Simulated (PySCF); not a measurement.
# BrF₃: structure of the singlet

The task is one start of a wider search on BrF₃: the singlet, from a trigonal pyramidal start. It is relaxed, tested by its Hessian and followed downhill if it is a saddle.

Method: PBE0, basis Br def2-TZVP, F def2-TZVP, no relativity, density fitting; program: PySCF 2.14.0.

## (1) The system as given

4 atoms, charge 0, spin multiplicity 1.

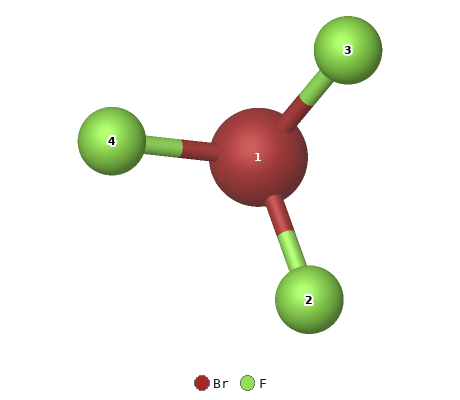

Start geometry, drawn with bromine red, fluorine green; atoms are numbered from 1 in the order of the file.

Coordinates in bohr (charge 0 multiplicity 1):
```
Br    0.0000    0.0000   -0.6623
F     2.9700   -0.0001    0.9170
F    -1.4849    2.5721    0.9170
F    -1.4850   -2.5720    0.9170
```

## (2) Trigonal pyramidal start, singlet: relaxation

One driver script runs all steps and calls PySCF; scf.py shows how it sets up the SCF of each step. The optimiser is the driver's own. Before each start the driver seeks the lowest SCF state from one or more starting densities and follows internal instabilities, so scf.py alone need not reach the same state.

The program finds C3v symmetry in the start, which this walk keeps.

scf.py reads:

```python
from pyscf import gto, scf, dft
mol = gto.M(atom='''
Br    -0.000000    -0.000000    -0.350450
F      1.571631    -0.000027     0.485250
F     -0.785792     1.361086     0.485250
F     -0.785839    -1.361059     0.485250''',
    basis={'Br': 'def2-TZVP', 'F': 'def2-TZVP'},
    charge=0, spin=0)
mf = dft.RKS(mol, xc='PBE0')
mf.grids.atom_grid = (50, 194)
aux = {'Br': 'def2-universal-JKFIT', 'F': 'def2-universal-JKFIT'}
mf = mf.density_fit(auxbasis=aux)
mf.kernel()
```

Energy and gradient, step by step:

```csv
step,energy (Eh),change (kJ/mol),largest symmetric gradient (Eh/bohr)
0,-2872.893310,0.00,0.14328
1,-2872.931911,-101.35,0.01763
2,-2872.936943,-114.56,0.01815
3,-2872.937566,-116.19,0.00357
4,-2872.937585,-116.24,0.00040
5,-2872.937586,-116.25,0.00002
```

The walk ran for 9.9 s (4 threads, shared host).

Geometry (Å) and forces (eV/Å) at some steps, with the part that breaks the symmetry left in:

```
step 0
Br   0.000   0.000  -0.350   7.443   0.000  -7.368
F    1.572   0.000   0.485  -1.412   0.000  -0.184
F   -0.786   1.361   0.485  -3.015   0.491   3.776
F   -0.786  -1.361   0.485  -3.015  -0.490   3.776
step 1
Br   0.000   0.000  -0.562   4.580   0.000   0.005
F    1.514   0.000   0.556  -2.220   0.000  -2.260
F   -0.757   1.311   0.556  -1.180  -0.970   1.127
F   -0.757  -1.311   0.556  -1.180   0.970   1.127
step 3
Br   0.000   0.000  -0.609   4.186  -0.002   0.184
F    1.409   0.000   0.572  -1.139   0.000  -2.412
F   -0.705   1.221   0.572  -1.524  -0.279   1.115
F   -0.705  -1.221   0.572  -1.523   0.281   1.113
step 5
Br   0.000   0.000  -0.605   4.236   0.001   0.000
F    1.409   0.000   0.570  -1.117   0.000  -2.367
F   -0.705   1.221   0.570  -1.560  -0.254   1.183
F   -0.705  -1.220   0.570  -1.560   0.254   1.184
```

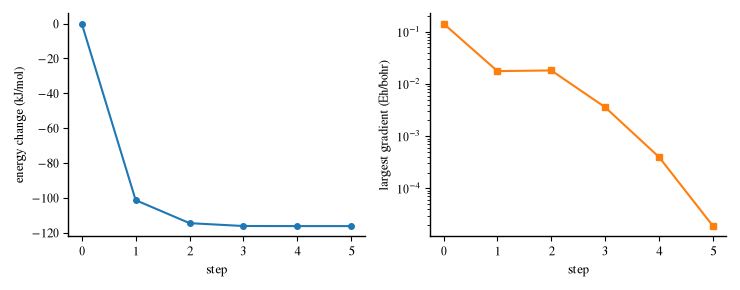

How energy and gradient fall.

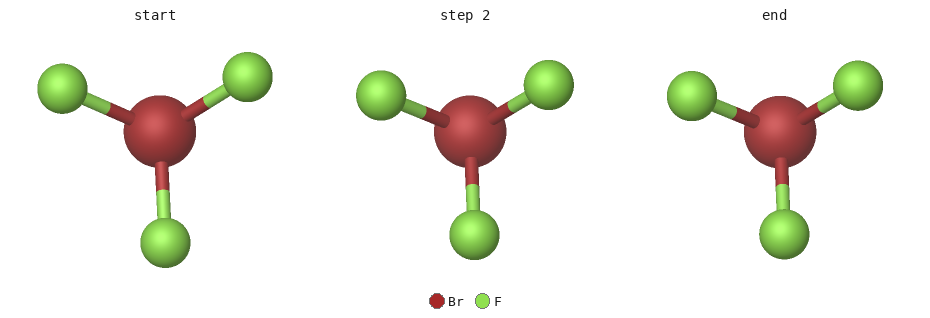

The geometry along the walk, at one scale.

It settles in C3v symmetry, 116.2 kJ/mol below the start, after 5 steps: Br–F 1.835 Å (×3); F–Br–F 83.4° (×3). A gradient of 0.0825 Eh/bohr that breaks the symmetry is left: this electronic state wants a lower symmetry.

## (3) Relaxing without the symmetry constraint

The geometry is nudged along the force that breaks the symmetry.

The program finds Cs symmetry in the start, which may break. The walk stops when the largest gradient is under 0.0003 Eh/bohr and the energy has settled too.

Edit scf.py of step 2 so:

```diff
@@ -3,4 +3,4 @@
-Br    -0.000000    -0.000000    -0.350450
-F      1.571631    -0.000027     0.485250
-F     -0.785792     1.361086     0.485250
-F     -0.785839    -1.361059     0.485250''',
+Br     0.041935    -0.000001    -0.499816
+F      1.351263    -0.000024     0.625403
+F     -0.762708     1.200758     0.725403
+F     -0.762750    -1.200731     0.725403''',
```

The optimiser's trace:

```csv
step,energy (Eh),change (kJ/mol),largest gradient (Eh/bohr)
0,-2872.954345,0.00,0.02613
1,-2872.963433,-23.86,0.02037
2,-2872.964447,-26.52,0.01391
3,-2872.966183,-31.08,0.00230
4,-2872.966225,-31.19,0.00046
5,-2872.966227,-31.20,0.00012
```

The walk took 10 s.

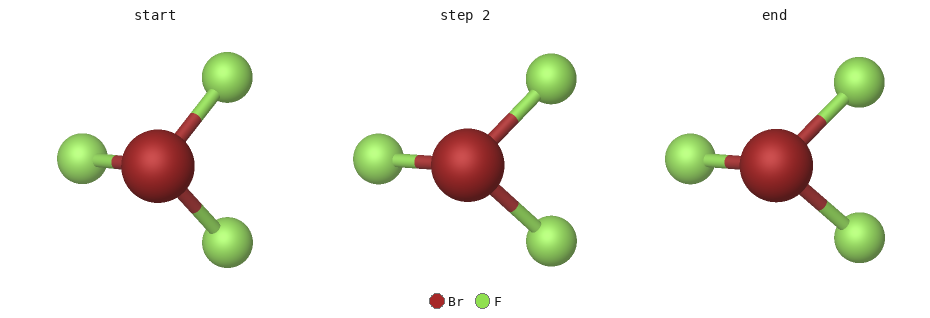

The geometry along the walk, at one scale.

It settles in Cs symmetry, 31.2 kJ/mol below the start, after 5 steps: Br–F 1.712 Å, Br–F 1.901 Å (×2); F–Br–F 73.0°, F–Br–F 96.9° (×2).

## (4) Frequencies

The point is checked on the finer grid, and tightened if its gradient asks for it. The Hessian and the dipole derivatives come from central differences of analytic gradients, with steps of 0.01 bohr.

Edit scf.py of step 3 so:

```diff
@@ -3,4 +3,4 @@
-Br     0.041935    -0.000001    -0.499816
-F      1.351263    -0.000024     0.625403
-F     -0.762708     1.200758     0.725403
-F     -0.762750    -1.200731     0.725403''',
+Br     0.083919     0.000029    -0.451174
+F      1.512741    -0.000713     0.492146
+F     -0.932634     1.131355     0.688222
+F     -0.933596    -1.130758     0.687900''',
@@ -10 +10 @@
-mf.grids.atom_grid = (50, 194)
+mf.grids.atom_grid = (75, 302)
```

The driver hands on the density of the step before, so the log starts near convergence.

Log of the central SCF (cycles and frontier levels):

```text
init E= -2872.96610695589
  HOMO = -0.280362140188053  LUMO = -0.17366833647858  gap/eV = 2.90329
cycle= 1 E= -2872.96610695502  delta_E= 8.67e-10  |g|= 8.21e-05  |ddm|= 6.28e-05
  HOMO = -0.280366182674008  LUMO = -0.173666351970382  gap/eV = 2.90345
cycle= 2 E= -2872.96610695043  delta_E= 4.59e-09  |g|= 0.000183  |ddm|= 0.000143
  HOMO = -0.280363820571992  LUMO = -0.173667992417938  gap/eV = 2.90334
cycle= 3 E= -2872.96610695603  delta_E= -5.6e-09  |g|= 2.47e-05  |ddm|= 0.000107
  HOMO = -0.280363703335908  LUMO = -0.173667992037857  gap/eV = 2.90334
cycle= 4 E= -2872.96610695613  delta_E= -1.06e-10  |g|= 1.94e-06  |ddm|= 1.66e-05
  HOMO = -0.280363654539563  LUMO = -0.173667922779181  gap/eV = 2.90334
cycle= 5 E= -2872.96610695617  delta_E= -3.73e-11  |g|= 4.8e-07  |ddm|= 1.17e-06
  HOMO = -0.280363595728041  LUMO = -0.173667877084539  gap/eV = 2.90334
Extra cycle  E= -2872.96610695615  delta_E= 2.64e-11  |g|= 8.91e-07  |ddm|= 7.14e-07
converged SCF energy = -2872.96610695615
```

The whole step took 41 s.

Geometry: Cs; Br–F 1.712 Å, Br–F 1.900 Å (×2); F–Br–F 73.0°, F–Br–F 96.7° (×2).

Harmonic modes (main isotopes):

| symmetry | ω (cm⁻¹) | IR (km/mol) | μ (u) |
| --- | --- | --- | --- |
| a'' | 341i | 5.2 | 20.95 |
| a'' | 93i | 134 | 20.78 |
| a' | 236 | 4.8 | 21.26 |
| a' | 426 | 3.4 | 20.03 |
| a' | 522 | 75.3 | 24.16 |
| a' | 722 | 57.9 | 22.52 |

With 2 modes imaginary (up to 341i cm⁻¹) this point is a saddle.

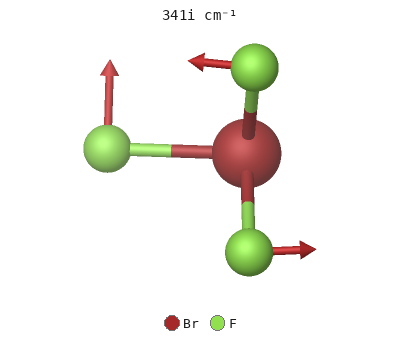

The imaginary mode, as arrows.

Constants and moments:

- Dipole moment: 3.63 D
- Highest occupied level: -7.63 eV
- Lowest empty level: -4.73 eV
- Rotational constants: 0.2027, 0.1456, 0.1298 cm⁻¹
- Zero-point energy (real modes): 11.4 kJ/mol
- Principal polarisabilities: 24.3, 29.0, 32.6 bohr³
- Atomisation energy without zero-point energy: 330 kJ/mol
- Principal traceless quadrupole moments about the centre of mass: -3.78, -1.15, 4.94 D Å

Populations by atom (charges in e):

| atom | Mulliken | Löwdin | polar tensor | Mayer order to Br1 |
| --- | --- | --- | --- | --- |
| Br1 | 0.73 | 0.76 | 1.48 | – |
| F2 | -0.15 | -0.14 | -0.35 | 1.00 |
| F3,4 | -0.29 | -0.31 | -0.56 | 0.77 |

Outer orbital energies (eV). occupied: -15.34, -13.37, -13.25, -11.95, -11.72, -11.16, -10.38, -7.63; empty: -4.73, -3.84, 4.72, 5.44.

Mulliken populations on Br1: s 7.96, p 15.86, d 10.39, f 0.06.

## (5) Leaving the saddle point

The start is the last point, displaced along its most imaginary mode.

The program finds C1 symmetry in the start. Threshold on the gradient: 0.0003 Eh/bohr, with a further test on the energy change.

Edit scf.py of step 4 so:

```diff
@@ -3,4 +3,4 @@
-Br     0.083919     0.000029    -0.451174
-F      1.512741    -0.000713     0.492146
-F     -0.932634     1.131355     0.688222
-F     -0.933596    -1.130758     0.687900''',
+Br     0.084617     0.032186    -0.450347
+F      1.513374    -0.120714     0.492951
+F     -1.001643     1.124602     0.632163
+F     -0.863225    -1.137587     0.745603''',
@@ -10 +10 @@
-mf.grids.atom_grid = (75, 302)
+mf.grids.atom_grid = (50, 194)
```

The optimiser's trace:

```csv
step,energy (Eh),change (kJ/mol),largest gradient (Eh/bohr)
0,-2872.971077,0.00,0.01775
1,-2872.993426,-58.68,0.04465
2,-2873.023094,-136.57,0.06821
3,-2873.054598,-219.28,0.04067
4,-2873.062456,-239.91,0.08214
5,-2873.072582,-266.50,0.02264
6,-2873.074676,-272.00,0.01717
7,-2873.075633,-274.51,0.01583
8,-2873.076090,-275.71,0.00244
9,-2873.076120,-275.79,0.00064
10,-2873.076122,-275.80,0.00013
```

The walk took 19 s.

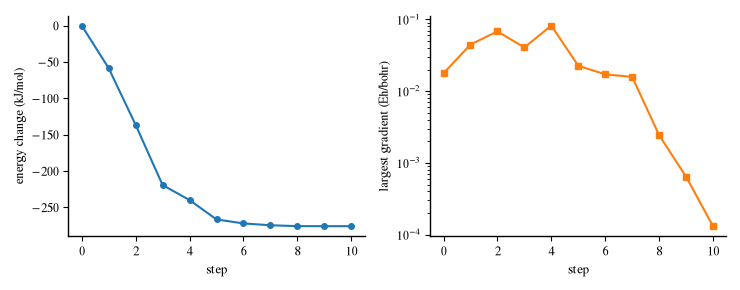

How energy and gradient fall.

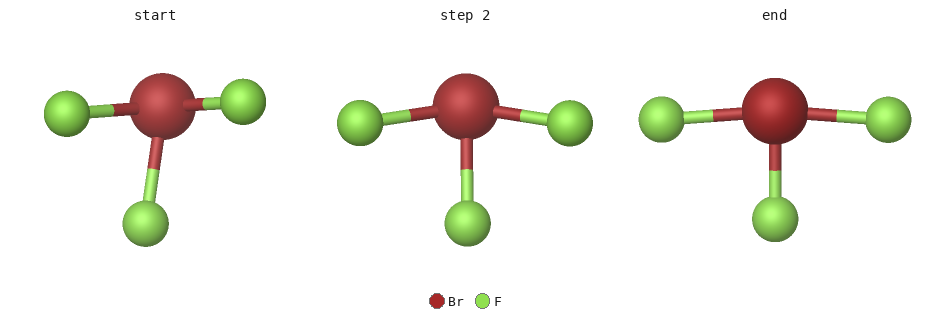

The geometry along the walk, at one scale.

End point (C2v, 10 steps, 275.8 kJ/mol gained): Br–F 1.722 Å, Br–F 1.809 Å (×2); F–Br–F 85.7° (×2), F–Br–F 171.4°.

## (6) Frequencies

As before: finer grid, then central differences.

Edit scf.py of step 5 so:

```diff
@@ -3,4 +3,4 @@
-Br     0.084617     0.032186    -0.450347
-F      1.513374    -0.120714     0.492951
-F     -1.001643     1.124602     0.632163
-F     -0.863225    -1.137587     0.745603''',
+Br     0.126079     0.223680    -0.105044
+F      1.633904    -0.774872    -0.070707
+F     -1.502508     1.007986    -0.038767
+F     -0.656614    -1.164918     0.547065''',
@@ -10 +10 @@
-mf.grids.atom_grid = (50, 194)
+mf.grids.atom_grid = (75, 302)
```

Log of the central SCF (cycles and frontier levels):

```text
init E= -2873.07610952285
  HOMO = -0.343520448976172  LUMO = -0.140340776858061  gap/eV = 5.52880
cycle= 1 E= -2873.0761095224  delta_E= 4.5e-10  |g|= 6.45e-05  |ddm|= 4.69e-05
  HOMO = -0.343521952734804  LUMO = -0.140335751401977  gap/eV = 5.52898
cycle= 2 E= -2873.07610952083  delta_E= 1.57e-09  |g|= 0.000121  |ddm|= 8.67e-05
  HOMO = -0.343520809899303  LUMO = -0.140338892606465  gap/eV = 5.52886
cycle= 3 E= -2873.07610952303  delta_E= -2.2e-09  |g|= 6.96e-06  |ddm|= 5.72e-05
  HOMO = -0.343520872054853  LUMO = -0.140338926043206  gap/eV = 5.52886
cycle= 4 E= -2873.07610952305  delta_E= -2.09e-11  |g|= 9.07e-07  |ddm|= 3.79e-06
  HOMO = -0.343520928543157  LUMO = -0.140338964227261  gap/eV = 5.52886
Extra cycle  E= -2873.07610952303  delta_E= 1.91e-11  |g|= 1.69e-06  |ddm|= 1.4e-06
converged SCF energy = -2873.07610952303
```

The whole step ran for 30 s (4 threads, shared host).

Geometry: C2v; Br–F 1.722 Å, Br–F 1.809 Å (×2); F–Br–F 85.8° (×2), F–Br–F 171.6°.

Harmonic modes (main isotopes):

```
symmetry  ω (cm⁻¹)  IR (km/mol)
      a1       250         14.6
      b1       260         14.8
      b2       359          4.1
      a1       565          2.9
      b2       626          330
      a1       706         42.1
```

Every mode is real; the point is a minimum.

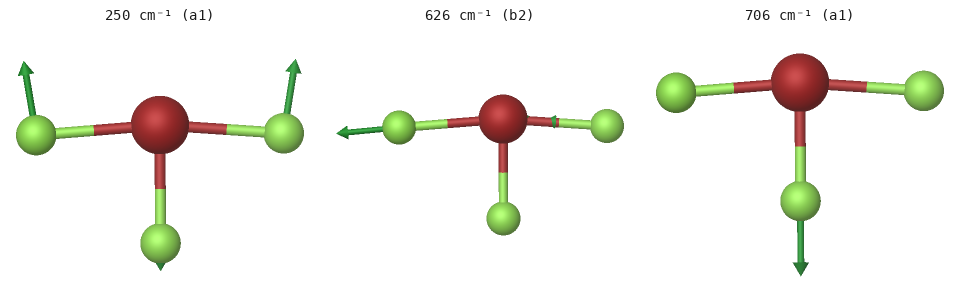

Displacements of 3 of the modes, as arrows (one member where a mode is degenerate).

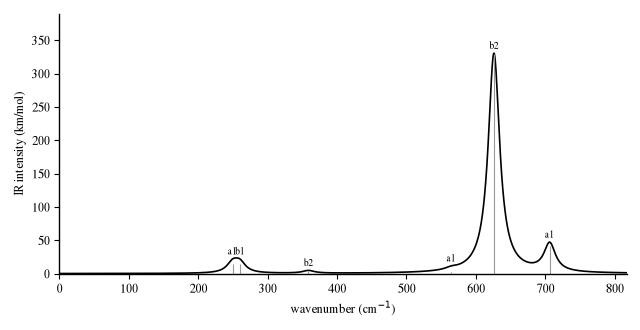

The harmonic infrared spectrum (widths in cm⁻¹). Lines are broadened to a width of 20 cm⁻¹ (Lorentzian).

Properties at this point:

| Quantity | Value |
| --- | --- |
| Dipole moment | 1.33 D |
| Highest occupied level | -9.35 eV |
| Lowest empty level | -3.82 eV |
| Rotational constants | 0.3623, 0.1363, 0.09906 cm⁻¹ |
| Zero-point energy | 16.5 kJ/mol |
| Principal polarisabilities | 16.3, 24.9, 39.3 bohr³ |
| Atomisation energy without zero-point energy | 619 kJ/mol |
| Principal traceless quadrupole moments about the centre of mass | -8.33, 3.72, 4.61 D Å |
| Entropy at 298.15 K and 1 bar | 294.2 J/(mol K) |
| Heat capacity Cp at 298.15 K | 66.6 J/(mol K) |
| Enthalpy at 298.15 K above 0 K | 14.50 kJ/mol |
| Rotational symmetry number | 2 |

Populations by atom (charges in e):

```json
{"atom": "Br1", "Mulliken": "0.82", "Löwdin": "0.77", "polar tensor": "1.73", "Mayer order to Br1": "–"}
{"atom": "F2,3", "Mulliken": "-0.32", "Löwdin": "-0.31", "polar tensor": "-0.68", "Mayer order to Br1": "0.82"}
{"atom": "F4", "Mulliken": "-0.17", "Löwdin": "-0.16", "polar tensor": "-0.38", "Mayer order to Br1": "0.97"}
```

Mulliken populations on Br1: s 7.99, p 15.69, d 10.42, f 0.07.

## (7) The points found, side by side

| spin | group | bonds | imaginary modes (cm⁻¹) | ΔE (kJ/mol) | with zero-point energy |
| --- | --- | --- | --- | --- | --- |
| singlet | C2v | Br–F 1.722 Å, Br–F 1.809 Å (×2) | none | 0.0 | 0.0 |
| singlet | Cs | Br–F 1.712 Å, Br–F 1.900 Å (×2) | 341i, 93i | 288.8 | – |

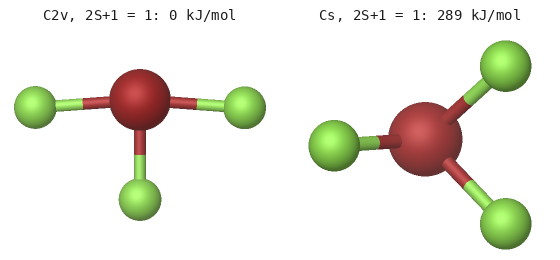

The points, lowest first (bromine red, fluorine green).

## (8) Summary of results

| quantity | value |
| --- | --- |
| minimum | singlet, C2v |
| geometry | Br–F 1.722 Å, Br–F 1.809 Å (×2); F–Br–F 85.8° (×2), F–Br–F 171.6° |
| wavenumbers (cm⁻¹) | 250 (a1), 260 (b1), 359 (b2), 565 (a1), 626 (b2), 706 (a1) |
| dipole moment | 1.33 D |
| highest occupied, lowest empty level | -9.35, -3.82 eV |
| polar-tensor charge of Br1 | +1.73 e |
| zero-point energy | 16.5 kJ/mol |
| entropy at 298.15 K | 294.2 J/(mol K) |
| atomisation energy (no zero-point energy) | 619 kJ/mol |

**Reading.** From C3v at the start the molecule goes to a C2v minimum, after a stop at a second-order saddle point 288.8 kJ/mol higher, from which it was pushed off along an imaginary mode. In the infrared the band at 626 cm⁻¹ (b2, stretch) leads. Other starts or spin states, not run here, may lie lower.

The search up to here took 1.9 min.
